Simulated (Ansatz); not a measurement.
## Electronic structure of H₆OSi₂···NH₃ in real space

```xyz
13

Si   -0.3586    0.2757    0.0570
O    -0.6608   -0.1657    1.6093
Si   -1.6193   -0.1325    2.9257
H    -2.9087   -0.7971    2.6544
H    -0.9407   -0.8456    4.0233
H    -1.8840    1.2558    3.3497
H     1.0316    0.7282   -0.0802
H    -1.2469    1.4105   -0.2847
H    -0.6599   -0.8260   -0.8672
N     1.7554   -2.2897    0.8172
H     1.5290   -3.2524    0.6510
H     2.7530   -2.2246    0.8947
H     1.3655   -2.0371    1.7051
```

Method: RHF/6-31G* in Ansatz 0.2.0.

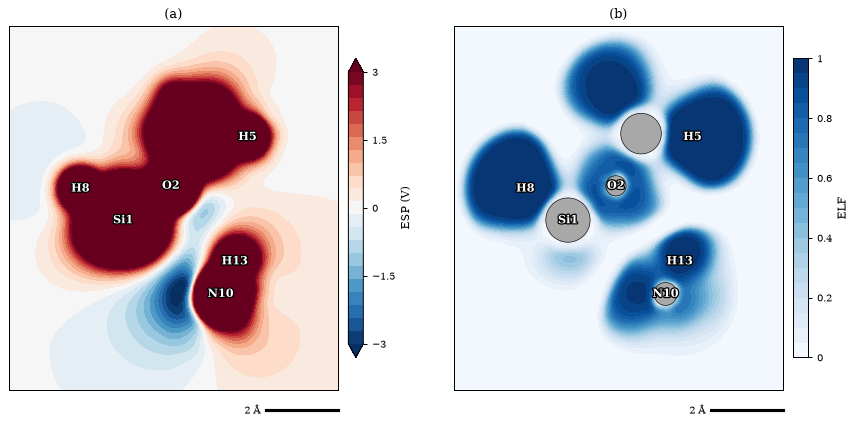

Figure 1. (a) molecular electrostatic potential; (b) ELF on the plane of atoms O2, Si1 and H8. Grey discs cover the atomic cores in the ELF map.

Question: What do the fields say about this system?

Answer: Atoms in the plane: Si, O, H and N.
Si1···N10 (3.41 Å): the ELF dips to about 0 between them: a weak contact between the two molecules.
Si–O (1.64 Å): the ELF peaks at about 0.85 between the atoms: a polar covalent bond.
N–H (1.00 Å): the ELF climbs to about 1 towards the hydrogen, as it does in any bond to H: a covalent bond by its length.
Si–H (1.48 Å): the ELF climbs to about 1 towards the hydrogen.
Outside the dense part of the complex the potential is most negative (−3.2 V) near N10.

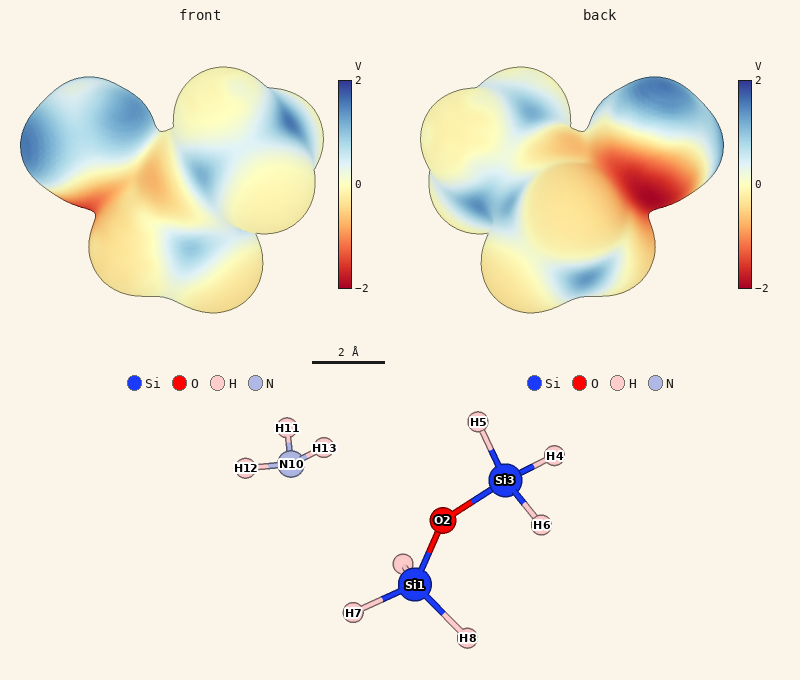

Figure 2. The molecular electrostatic potential painted on the density surface at 0.002 e/bohr³, seen from the front and from behind; the colour scale runs from red (negative) to blue (positive). The bare structure is drawn below in the same view.

Question: Where is the surface potential most negative and most positive?

Answer: The most negative region (about −1.9 V) lies over the gap between the two molecules, near Si1 and N10, the most positive (about +1.5 V) over Si3, H11 and H12. N10 is the likeliest acceptor of a hydrogen bond.

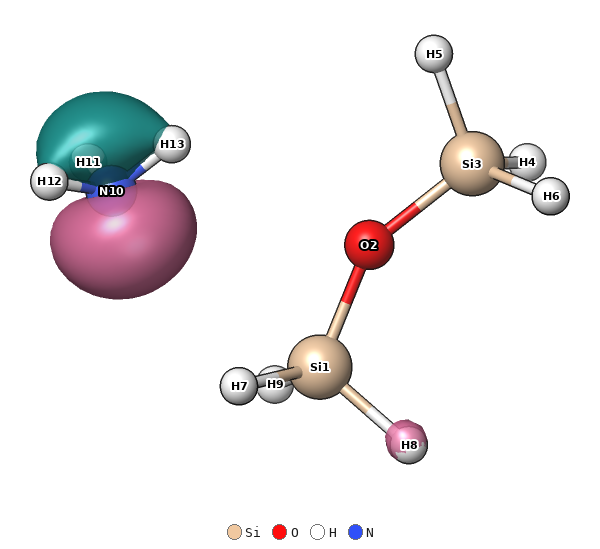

Figure 3. The HOMO at ±0.2 Å⁻³ᐟ² (teal and pink are the two phases), seen across its widest extent.

Question: Describe this orbital and give its energy.

Answer: By Hirshfeld shares it lies mainly on N10 (about 70 %); largely a lone pair of N10. Its energy is −11.43 eV.

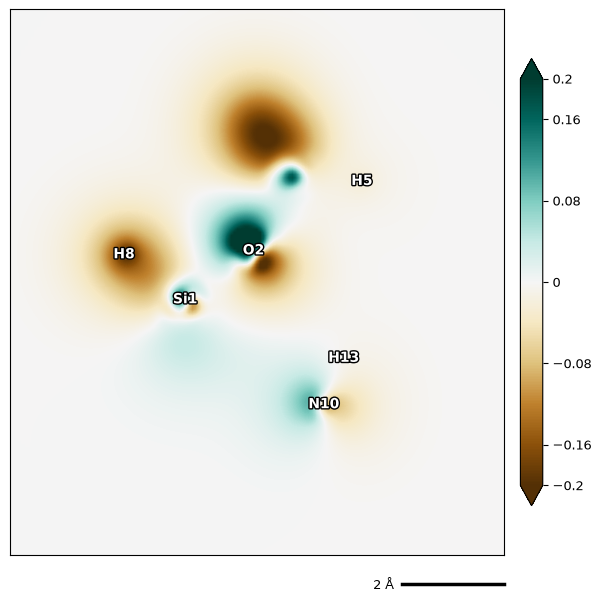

Figure 4. The HOMO−1 on the plane of atoms O2, Si1 and H8 (values in Å⁻³ᐟ²; the overall sign is arbitrary).

Question: What is the character of this orbital?

Answer: Its weight (Hirshfeld) is mainly on O2 (about 25 %), Si1 (about 20 %), H9 (about 15 %), Si3 (about 15 %), H4 (about 10 %) and H6 (about 10 %). Its energy is −11.93 eV.
